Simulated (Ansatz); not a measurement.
Method: PBE (plane waves to 420 eV, PAW; Ansatz, an electronic-structure program).

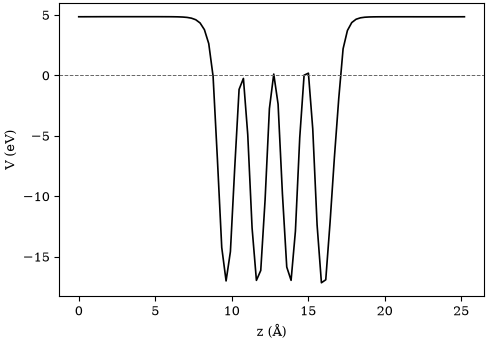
Figure: Plane-averaged electrostatic potential energy along the normal, in eV from the Fermi level, for H on the 1x1 (111) surface of fcc Cu, one in a 1x1 cell, started at the site 'bridge Cu-Cu (span 2.6 Å)'

Slab: 5 atoms, 6.2 Å thick at the start under the adsorbate (thin: gaps and levels are the slab's own); k 12x12x1, smearing 0.1 eV, dipole-corrected; 2 atoms held, the rest relaxed; symmetry of the start imposed; no spin, no spin-orbit, no U, no dispersion correction. At the end it is bonded to 3 Cu. In PBE it is, or lies within 0.03 eV of, the lowest of the starts that converged.

The vacuum level lies 4.85 eV above the Fermi level over the top face and 4.86 eV above it under the bottom face.
